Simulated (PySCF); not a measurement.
# CH3Cl3OSi (Si(OMe)Cl3): the cost of one run

Programs: PySCF 2.14.0, with density-fitted response routines of our own. Each step states its level of theory. These are calculated values for one molecule in the gas phase, unless marked as measured. Atoms count from 0, in the outputs and in this text.

### Step 1. The starting structure

9 atoms, charge 0, multiplicity 1; geometry from: GFN2-xTB. The atoms were then displaced at random by about 0.03 Å, so the start is not that level's minimum.

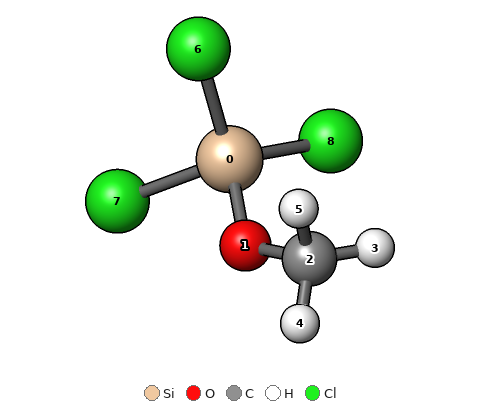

The starting geometry (silicon light orange, oxygen red, carbon grey, hydrogen white, chlorine green), atoms numbered.

### Step 2. Optimising the geometry at PBE0-D3(BJ)/def2-SVP

Job settings and geometry (Å):

```
{"job": {"xc": "PBE0", "basis": "def2-SVP", "d3": "d3bj", "grid": 1, "maxiter": 40, "shake": 0.03, "kind": "geom"}, "charge": 0, "multiplicity": 1}
Si    -0.292050     0.482810    -1.114160
O     -0.290150     0.408750     0.471330
C      0.280380    -0.548230     1.277230
H      0.028360    -1.524610     1.095380
H      0.130580    -0.277690     2.302970
H      1.406200    -0.543070     1.121320
Cl     1.523610     0.640350    -1.931420
Cl    -1.310290     2.282270    -1.374510
Cl    -1.343910    -0.990010    -1.873820
```

Launch:

```bash
$ OMP_NUM_THREADS=1 python probes_run.py task.json out
```

This one command runs all jobs of the session in turn.

Q: Estimate the wall time and peak memory of this first job on 1 thread of AMD EPYC, shared host.

About 2.1 min, with a peak of 0.49 GiB.
